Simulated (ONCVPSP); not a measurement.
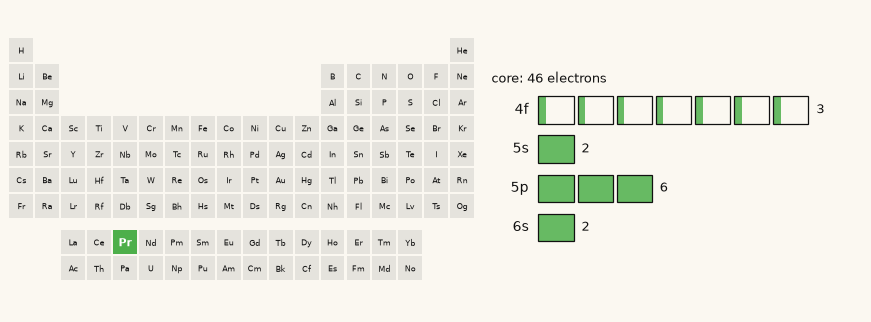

Fig. 1: Left, the place of praseodymium in the periodic table; right, the valence shells of the reference configuration: a box for each of the 2l + 1 orbitals, shaded by the share of the shell that is filled, with the electron count at the right.

## Pseudopotential generation for Pr

- system: praseodymium (Pr, Z = 59), core [Kr] 4d10, reference valence 4f3 5s2 5p6 6s2, valence charge 13.
- method: ONCV potential, PBE, scalar-relativistic, made with ONCVPSP 4.0.1

The input:
```
# ATOM AND REFERENCE CONFIGURATION
# atsym  z   nc   nv     iexc    psfile
  Pr 59.00    9    4        4      upf
#
#   n    l    f
    1    0    2.00
    2    0    2.00
    2    1    6.00
    3    0    2.00
    3    1    6.00
    3    2   10.00
    4    0    2.00
    4    1    6.00
    4    2   10.00
    4    3    3.00
    5    0    2.00
    5    1    6.00
    6    0    2.00
#
# PSEUDOPOTENTIAL AND OPTIMIZATION
# lmax
    3
#
#   l,   rc,      ep,       ncon, nbas, qcut
    0    3.00    0.00    4    8    6.10
    1    2.64    0.00    3    8    6.50
    2    3.14    0.46    4    7    3.60
    3    1.76    0.00    3    8   11.50
#
# LOCAL POTENTIAL
# lloc, lpopt,  rc(5),   dvloc0
    4    5    1.18    1.00
#
# VANDERBILT-KLEINMAN-BYLANDER PROJECTORs
# l, nproj, debl
    0    2    2.30
    1    3    1.20
    2    1    1.00
    3    2    1.90
#
# MODEL CORE CHARGE
# icmod, fcfact, rcfact
    3    2.75    1.45
#
# LOG DERIVATIVE ANALYSIS
# epsh1, epsh2, depsh
   -3.00    5.00    0.02
#
# OUTPUT GRID
# rlmax, drl
    6.00    0.01
#
# TEST CONFIGURATIONS
# ncnf
    4
# nvcnf
#   n    l    f
    4
    4    3    3.00
    5    0    2.00
    5    1    6.00
    6    0    1.00
#
    4
    4    3    3.00
    5    0    2.00
    5    1    6.00
    6    0    0.00
#
    4
    4    3    2.00
    5    0    2.00
    5    1    6.00
    6    0    0.00
#
    5
    4    3    2.00
    5    0    2.00
    5    1    6.00
    6    0    1.00
    5    2    1.00
#
```

Hardware: 1 CPU thread, shared host.

Run as:
```bash
oncvpsp.x < Pr.dat > Pr.out
```

The program's output (extracts):
```
ONCVPSP  (Optimized Norm-Conservinng Vanderbilt PSeudopotential)
scalar-relativistic version 4.0.1

#   n    l    f        energy (Ha)
    1    0    2.00    -1.5367677E+03
    2    0    2.00    -2.4722674E+02
    2    1    6.00    -2.2120055E+02
    3    0    2.00    -5.3337223E+01
    3    1    6.00    -4.5095328E+01
    3    2   10.00    -3.3529688E+01
    4    0    2.00    -1.0601816E+01
    4    1    6.00    -7.9097411E+00
    4    2   10.00    -4.0609823E+00
    4    3    3.00    -4.5966486E-02
    5    0    2.00    -1.4342189E+00
    5    1    6.00    -7.8911608E-01
    6    0    2.00    -1.2722696E-01

Reference configufation results
  iterations    33
  all-electron total energy (Ha)   -9.23733116D+03

Begin loop to  construct optimized pseudo wave functions
and semi-local pseudopoentials for all angular momenta

Calculating optimized projector #   1

 for l=   0

    Fraction of norm inside rc  0.990688
    Optimizing pswf for qcut=   6.10 a_B^-1,  ecut=  18.59 Ha
    Residual kinetic energy error=  1.40D-09 Ha

    Energy error per electron        Cutoff
         Ha          eV             Ha
         0.01000     0.27211        6.32
         0.00100     0.02721        9.15
         0.00010     0.00272       11.44
         0.00001     0.00027       13.30

Calculating optimized projector #   2

 for l=   0

    Fraction of norm inside rc  0.148947
    Optimizing pswf for qcut=   6.10 a_B^-1,  ecut=  18.59 Ha
    Residual kinetic energy error=  1.30D-09 Ha

    Energy error per electron        Cutoff
         Ha          eV             Ha
         0.01000     0.27211        2.42
         0.00100     0.02721        7.67
         0.00010     0.00272       10.35
         0.00001     0.00027       12.58

   Wellstate for l =  1  n =  7
     eigenvalue =   0.4109
     asymptotic potential =   0.9109
     half-point radius =  7.9814

   Wellstate for l =  1  n =  7
     eigenvalue =   1.6109
     asymptotic potential =   2.1109
     half-point radius =  4.1272

Calculating optimized projector #   1

 for l=   1

    Fraction of norm inside rc  0.910874
    Optimizing pswf for qcut=   6.50 a_B^-1,  ecut=  21.14 Ha
    Residual kinetic energy error=  3.18D-09 Ha

    Energy error per electron        Cutoff
         Ha          eV             Ha
         0.01000     0.27211        4.06
         0.00100     0.02721       10.20
         0.00010     0.00272       13.29
         0.00001     0.00027       15.60

Calculating optimized projector #   2

 for l=   1

    Fraction of norm inside rc  0.082475
    Optimizing pswf for qcut=   6.50 a_B^-1,  ecut=  21.14 Ha
    Residual kinetic energy error=  4.43D-09 Ha

    Energy error per electron        Cutoff
         Ha          eV             Ha
         0.01000     0.27211        3.51
         0.00100     0.02721        8.22
         0.00010     0.00272       12.57
         0.00001     0.00027       15.28

Calculating optimized projector #   3

 for l=   1

    Fraction of norm inside rc  0.262075
    Optimizing pswf for qcut=   6.50 a_B^-1,  ecut=  21.14 Ha
    Residual kinetic energy error=  3.40D-08 Ha

    Energy error per electron        Cutoff
         Ha          eV             Ha
         0.01000     0.27211        5.72
         0.00100     0.02721       12.62
         0.00010     0.00272       15.20
         0.00001     0.00027       16.82

WARNING wellstate: localized bound state found for n= 5 l= 2
WARNING this state with energy -0.07436313
WARNING will be used for the first projector

Calculating optimized projector #   1

 for l=   2

    Fraction of norm inside rc  0.544178
    Optimizing pswf for qcut=   3.60 a_B^-1,  ecut=   6.50 Ha
    Residual kinetic energy error=  1.04D-04 Ha

    Energy error per electron        Cutoff
         Ha          eV             Ha
         0.01000     0.27211        3.85
         0.00100     0.02721        5.22
         0.00010     0.00272        7.14
         0.00001     0.00027       15.60

   Wellstate for l =  3  n =  6
     eigenvalue =   1.8540
     asymptotic potential =   2.3540
     half-point radius =  4.0023

Calculating optimized projector #   1

 for l=   3

    Fraction of norm inside rc  0.829487
    Optimizing pswf for qcut=  11.50 a_B^-1,  ecut=  66.14 Ha
    Residual kinetic energy error=  7.79D-05 Ha

    Energy error per electron        Cutoff
         Ha          eV             Ha
         0.01000     0.27211       43.85
         0.00100     0.02721       51.36
         0.00010     0.00272       60.26

Calculating optimized projector #   2

 for l=   3

    Fraction of norm inside rc  0.126190
    Optimizing pswf for qcut=  11.50 a_B^-1,  ecut=  66.14 Ha
    Residual kinetic energy error=  2.28D-07 Ha

    Energy error per electron        Cutoff
         Ha          eV             Ha
         0.01000     0.27211       41.54
         0.00100     0.02721       49.26
         0.00010     0.00272       55.26
         0.00001     0.00027       59.77

Construct Vanderbilt / Kleinmman-Bylander projectors

B matrix Hermiticity error, ll=   0
   1   2    8.3686E-05

  Orthonormal projector coefficients  1.0100E+01  7.6481E-01

B matrix Hermiticity error, ll=   1
   1   2   -7.2595E-05
   1   3   -2.1921E-04
   2   3   -5.5225E-05

  Orthonormal projector coefficients  9.6947E+00  1.4933E+00  1.0855E-01

B matrix Hermiticity error, ll=   3
   1   2   -2.4335E-04

  Orthonormal projector coefficients -8.1769E+00 -2.1238E+00

Model core correction analysis
  based on d2Exc/dn_idn_j

d2excae - all-electron derivatives

   -1.641944D-02   -1.358125D-02   -1.091197D-02   -2.183592D-03
   -1.358091D-02   -2.571626D-02   -2.239124D-02   -1.564387D-03
   -1.091164D-02   -2.239119D-02   -2.265607D-02   -2.645944D-03
   -2.183013D-03   -1.563893D-03   -2.644940D-03   -2.524696D-02

d2excps - pseudofunction derivatives with no core correction

   -4.763309D-02   -2.758955D-02   -1.756207D-02   -3.366538D-03
   -2.759124D-02   -2.814609D-02   -2.300573D-02   -1.886218D-03
   -1.756352D-02   -2.300563D-02   -2.339239D-02   -2.748183D-03
   -3.366196D-03   -1.885529D-03   -2.747181D-03   -2.528439D-02

rms 2nd derivative error    9.570512E-03

rmatch, rhocmatch    1.0923    5.6786

Teter function model core charge with specified parameters

d2excps - pseudofunction derivatives with core correction

   -3.170096D-02   -2.001237D-02   -1.395080D-02   -2.727936D-03
   -2.001266D-02   -2.221219D-02   -2.000225D-02   -1.441468D-03
   -1.395078D-02   -2.000207D-02   -2.143861D-02   -2.556356D-03
   -2.727402D-03   -1.440965D-03   -2.555351D-03   -2.524158D-02

rms 2nd derivative error    4.746954E-03

Pseudoatom total energy  -47.519529

Diagnostic tests using Vanderbilt-Kleinman-Bylander pseudopotentials
  1 or more projectors used as specified by nproj input data

   l    rcore       rmatch      e in        delta e   norm test  slope test

   0   3.0019594   3.0931054  -1.4342189   0.0000007   1.0001328   1.0001212
   0   3.0019594   3.0931054  -0.1272270   0.0000002   1.0000108   1.0000080

   1   2.6475686   2.7279545  -0.7891161  -0.0000007   1.0000815   1.0000827
   1   2.6475686   2.7279545   0.4108839   0.0000107   1.0001383   1.0001383
   1   2.6475686   2.7279545   1.6108839   0.0000198   1.0001748   1.0001748

   2   3.1491160   3.2447300  -0.0743631   0.0000001   1.0000004   1.0000005

   3   1.7627248   1.8162450  -0.0459665   0.0000006   1.0001792   1.0001703
   3   1.7627248   1.8162450   1.8540335   0.0000110   1.0002032   1.0002032

 Testing for bound ghosts
   n   l    E NL Schr. Eq   E Basis Diag.   E Cutoff

       0                       -2.894176     29.52  WARNING - GHOST(-)
   1   0       -1.434218       -1.434207     29.52
   2   0       -0.127227       -0.121802     29.52

   2   1       -0.789117       -0.789114     56.59

   3   2       -0.074363       -0.072751     18.52

   4   3       -0.045966       -0.043871    125.16

 Testing for highly-localized positive-energy ghosts
       l    <radius>/rc     E Basis Diag.   E Cutoff

       1        0.817220        5.186321     56.59  WARNING - GHOST(+)

Test configuration 0

   n   l     f        eae           eps        diff
   1   0  2.0000-1536.76774690
   2   0  2.0000 -247.22674078
   2   1  6.0000 -221.20054891
   3   0  2.0000  -53.33722311
   3   1  6.0000  -45.09532760
   3   2 10.0000  -33.52968810
   4   0  2.0000  -10.60181603
   4   1  6.0000   -7.90974107
   4   2 10.0000   -4.06098225
   4   3  3.0000   -0.04596649   -0.04596589    6.00D-07
   5   0  2.0000   -1.43421894   -1.43421823    7.06D-07
   5   1  6.0000   -0.78911608   -0.78911677   -6.86D-07
   6   0  2.0000   -0.12722696   -0.12722678    1.81D-07

    Total energies and differences
      AE_ref= -9.23733116D+03  AE_tst= -9.23733116D+03  dif=  0.00D+00
      PS_ref= -4.75195285D+01  PS_tst= -4.75195285D+01  dif= -1.47D-12
      PSP excitation error=  1.47D-12

Test configuration 1

   n   l     f        eae           eps        diff
   1   0  2.0000-1536.98136812
   2   0  2.0000 -247.43930077
   2   1  6.0000 -221.41326339
   3   0  2.0000  -53.54830263
   3   1  6.0000  -45.30643902
   3   2 10.0000  -33.74093848
   4   0  2.0000  -10.81340060
   4   1  6.0000   -8.12153703
   4   2 10.0000   -4.27314054
   4   3  3.0000   -0.25833118   -0.25896019   -6.29D-04
   5   0  2.0000   -1.64948049   -1.64913512    3.45D-04
   5   1  6.0000   -1.00395780   -1.00373140    2.26D-04
   6   0  1.0000   -0.29698173   -0.29692084    6.09D-05

    Total energies and differences
      AE_ref= -9.23733116D+03  AE_tst= -9.23712024D+03  dif=  2.11D-01
      PS_ref= -4.75195285D+01  PS_tst= -4.73092296D+01  dif=  2.10D-01
      PSP excitation error=  6.16D-04

Test configuration 2

psatom: WARNING lschvkbb convergence error n,l,iter=   4   3   3
ea(ii),et,emin,emax -4.596589E-02 -5.056247E-02 -5.056247E-02 -5.056247E-02
run_config: WARNING for fully non-local PS atom, stg. 1
 WARNING no output for configuration 3

Test configuration 3

psatom: WARNING lschvkbb convergence error n,l,iter=   4   3   3
ea(ii),et,emin,emax -4.596589E-02 -5.056247E-02 -5.056247E-02 -5.056247E-02
run_config: WARNING for fully non-local PS atom, stg. 1
 WARNING no output for configuration 4

Test configuration 4

psatom: WARNING lschvkbb convergence error n,l,iter=   4   3   3
ea(ii),et,emin,emax -4.596589E-02 -5.056247E-02 -5.056247E-02 -5.056247E-02
run_config: WARNING for fully non-local PS atom, stg. 1
 WARNING no output for configuration 5
```

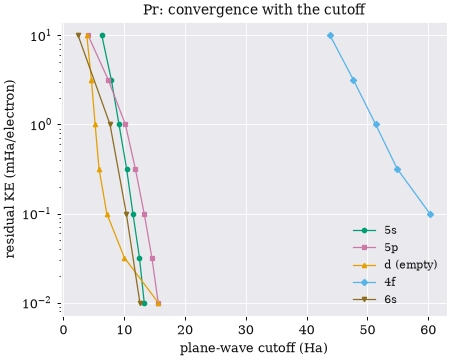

Fig. 2: Residual kinetic energy of the pseudo-waves (the first of each channel, and further valence shells) beyond the plane-wave cutoff, as the generator prints it.

- Hardest wave at 1 mHa per electron: 4f, with rc = 1.76 bohr and qcut = 11.5 1/bohr. The optimisation minimises, but can't always remove, the kinetic energy above qcut²/2 = 66.1 Ha, and a larger rc would as a rule soften the wave at some cost in transferability.
- Cutoffs for the occupied states: 51 Ha for 1 mHa and 60 Ha for 0.1 mHa per electron. The first is set by 4f.
- Cutoffs for 1 mHa per electron: 4f: 51 Ha; 5p: 10 Ha; 5s: 9.1 Ha; 6s: 7.7 Ha; d (empty): 5.2 Ha. The potential isn't sound: its ghost test gives GHOST(-) flagged for s at -78.8 eV; GHOST(+) flagged for p at 141.1 eV.

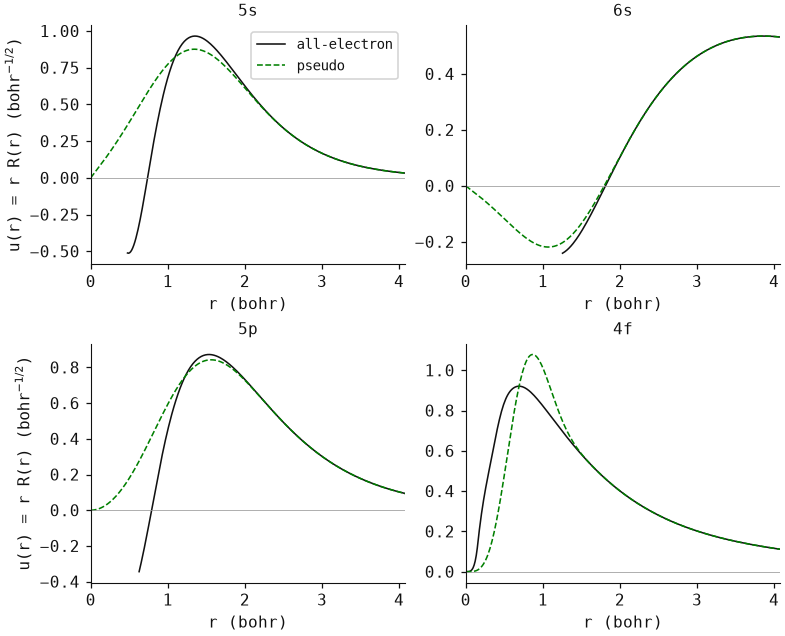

Fig. 3: Partial waves u(r) = r R(r), all-electron (solid) and pseudo (dashed). The innermost oscillations of some all-electron curves aren't drawn. Reference configuration 4f3 5s2 5p6 6s2.

- Matching radii: 5s at 3.00 bohr; 6s at 3.00 bohr; 5p at 2.64 bohr; 4f at 1.76 bohr. The curves merge smoothly, so the plot gives these only roughly.
- Nodes of the pseudo-waves: 5s has no node; 6s has a node at about 1.8 bohr; 5p has no node; 4f has no node. A node in 6s is expected, since a lower shell of the same l is also in the valence and the two must stay orthogonal.

Key numbers:

- outcome: generated, with a ghost state
- cutoffs needed: 51 Ha and 60 Ha (the cutoffs at which the residual kinetic energy of the hardest occupied pseudo-wave falls to 1 and 0.1 mHa per electron)
- ghost test: GHOST(-) flagged for s at -78.8 eV; GHOST(+) flagged for p at 141.1 eV
- configuration tests: 3 of 4 tests not solved
- rms error of d²Exc/dni dnj: 9.57 mHa without and 4.75 mHa with the model core
- largest excitation error among the tests solved: +17 meV (all-electron minus pseudo) for 4f3 5s2 5p6 6s1
- range over which the phases arctan(r R′/R) at the test radius agree within 0.05 rad (a looser test near the poles than one of phase shifts): p: up to about 4.7 Ha; d: up to about 1.0 Ha; f: over the whole range computed; s: not judged, the stored energies step over a narrow level
- wall time: 3.6 s

Notes:

The potential has a bound ghost state, so it can't be used as it stands. Warnings of the program, in the generation or the tests: wellstate: localized bound state found for n= 5 l= 2.
